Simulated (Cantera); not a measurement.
Input: 1 mol Al, 3.3 mol HCl, 13 mol N2, held at 7.50 Torr.

These are equilibrium values from Cantera (NASA tables, ideal gas, pure condensed phases), not measurements of a reactor. Candidate condensed phases: Al, AlCl3, AlN, NH4Cl; 20 gas species. The tables' values for AlCl2 are old estimates; treat these amounts as uncertain. Kinetics and transport are ignored.

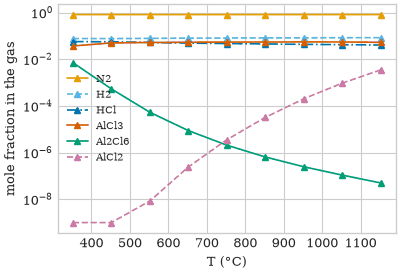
*Equilibrium gas composition (values under 1e-9 drawn at 1e-9)*

From 352 °C to 1152 °C the condensed part is AlN(s). The main Al-bearing gas is AlCl3 throughout. The share of Al in condensed phases is highest at 352 °C (19.8 %) and lowest at 1152 °C (7.1 %).
